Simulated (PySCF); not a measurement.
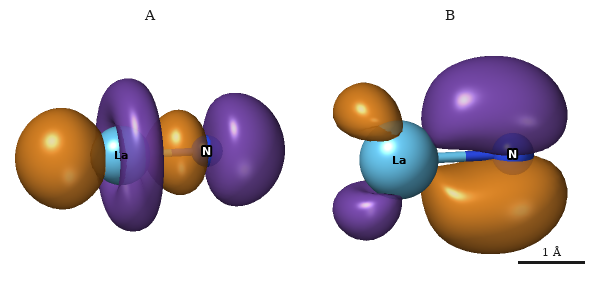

The picture shows: LaN. Two frontier orbitals, each drawn at the value that holds 80 % of its norm (orange and purple are the two phases), in no order; of a degenerate pair one member is drawn.

All numbers below come from PBE0/x2c-TZVPPall, spin-free X2C-1e, Gaussian nucleus, at a bond length of 1.800 Å (PySCF).

> Name the orbitals and rank them from lowest to highest energy.

Orbital B: π, occupied, −5.29 eV; bonding, with no node between the atoms.
Orbital A: σ, occupied, −4.43 eV; shared between the atoms (La 50 %, N 50 %).
